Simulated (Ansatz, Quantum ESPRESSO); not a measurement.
# F on fcc sites of Ag(111): the work function of the upper face at a withheld member of a series

How the rows were computed: Quantum ESPRESSO 7.5, PBE, GBRV ultrasoft. Slabs of 3 layers, covered on the upper face; adsorbates and the top layer relax in a periodic cell, the rest is held (the clean slab relaxes both outer layers); a run under open boundaries (ESM, bc1) gives both vacuum levels. Cells of one to 9 surface sites carry the coverages, on meshes of like density; cold smearing of 0.02 Ry. The slabs take the lattice constants of the bulk relaxed by the same program. The series steps the coverage.

```tsv
coverage	work function of the upper face (eV)
0 ML	4.556
0.1111 ML	4.971
0.1667 ML	5.273
0.25 ML	5.769
0.5 ML	7.006
0.6667 ML	7.901
0.75 ML	8.308
1 ML	9.760
```

**Question.** What is the work function of the upper face at 0.3333 ML?

**Fit.** The rows at 0.25 ML and 0.5 ML give a slope of (7.006 − (5.769))/(0.5 − (0.25)) = 4.948, so a straight line gives 6.181 eV. A parabola through these and the row at 0.1667 ML gives 6.223 eV.

What the calculation gave: 6.140 eV. The line misses by +0.041 and the parabola by +0.083 eV. The line does better here.

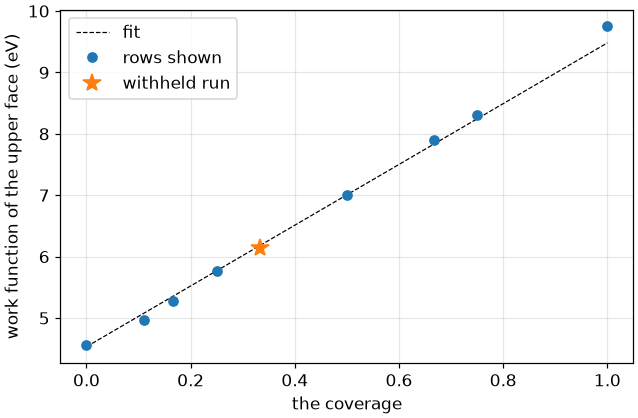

The rows shown, the fit and the withheld run.

**Limits.** Thin slabs, one site and one ordered pattern a coverage; no reconstruction or subsurface sites; meshes differ a little between cells.

[Logs are printed without paths, hosts, clocks, repeated set-up lines and the standing remarks that a program may print on its own settings, such as how far it seeks lower states.]
